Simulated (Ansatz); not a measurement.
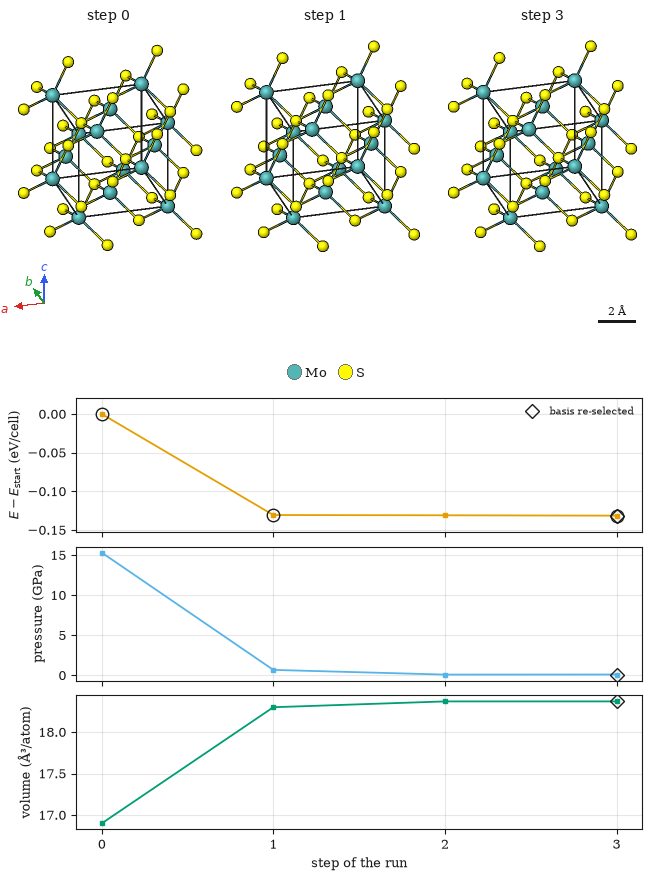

Frames of a relaxation of a crystal of MoS (built on the zinc blende type) (coarse preliminary run), marked on the history of the run. Style: ball-and-stick. Shown: the conventional cell (4 times the calculation's cell), from a free direction. Lengths and directions refer to the drawn axes.

Method: DFT PBEsol, scalar-relativistic, plane waves, PAW in Ansatz 0.2.0. Set-up: plane-wave cutoff 420 eV; k-point mesh 6 × 6 × 6; occupations gaussian; smearing width 0.1 eV; no spin polarisation; cell and atoms relaxed; force threshold 0.05 eV/Å; at most 80 steps.

Describe the path.

The energy falls by 0.131 eV per cell of the calculation in 2 accepted moves (3 points after the start). All forces vanish by symmetry, so only the cell relaxes. The pressure goes from 15.31 to 0.10 GPa. At 1 point the geometry stayed and the basis and grid were re-selected for the new cell (energy shift of 0.5 meV per cell of the calculation at most each time). No atom moves by more than 0.005 Å relative to the cell. The drawn cell changes as follows: a = b = c 5.132 → 5.277 Å (+2.8 %); the volume changes by +8.7 %. Among the contacts that change: Mo–S 2.222 → 2.285 Å. The space group stays F-43m (No. 216). Cost: 4.1 s on 1 thread of Arm Neoverse V1, with other jobs on the host, peak memory 0.27 GiB. From step 0 to 1: volume +8.3 %, energy −0.131 eV per cell of the calculation. From step 1 to 3: volume +0.4 %, energy −0.8 meV per cell of the calculation.

```tsv
step	E − E(0), meV/atom	pressure, GPa	volume, Å³/atom	note
0	0.00	15.31	16.899	
1	-65.30	0.67	18.300	
2	-65.46	0.09	18.370	
3	-65.69	0.10	18.370	same geometry, new basis
```
